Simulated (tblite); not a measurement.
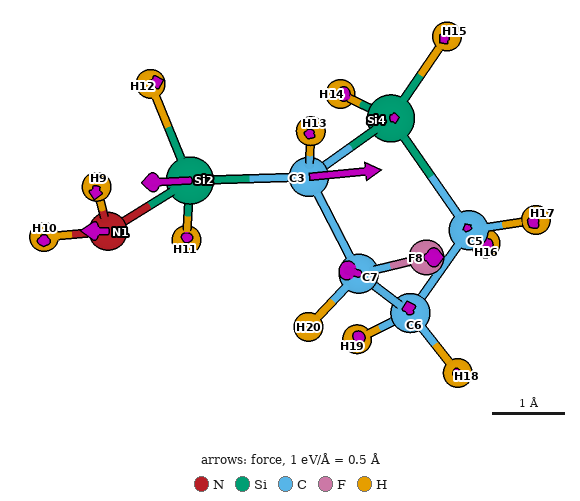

Starting geometry of C4H12FNSi2 with the computed forces as purple arrows. The picture is a ball-and-stick view, seen at a tilt.

Computed with GFN2-xTB geometry optimisation, gas phase (tblite). 

Q: What follows when this structure is relaxed?

A: It isn't relaxed: the largest force vector, on C3, is 2.06 eV/Å. The final displacements have little in common with the starting forces (cosine between the two patterns 0.19). Over 116 geometry steps the energy falls by 39.3 kJ/mol. H9 moves most after the best rigid fit: 0.70 Å. By element the largest moves are H 0.70 Å, N 0.24 Å, C 0.21 Å, Si 0.18 Å, F 0.17 Å. Among the contacts that change: Si2–C3 1.816 → 1.899 Å, C7–F8 1.360 → 1.395 Å, Si4–H14 1.493 → 1.466 Å, C3–C7 1.546 → 1.523 Å. Among the angles between lasting bonds that change: N1–Si2–H12 104.4° → 116.0°, Si2–N1–H10 109.0° → 118.7°, Si2–N1–H9 109.5° → 118.9°. The run took 2.8 s on 1 thread of Intel(R) Xeon(R) Processor @ 2.50GHz, on a shared host.
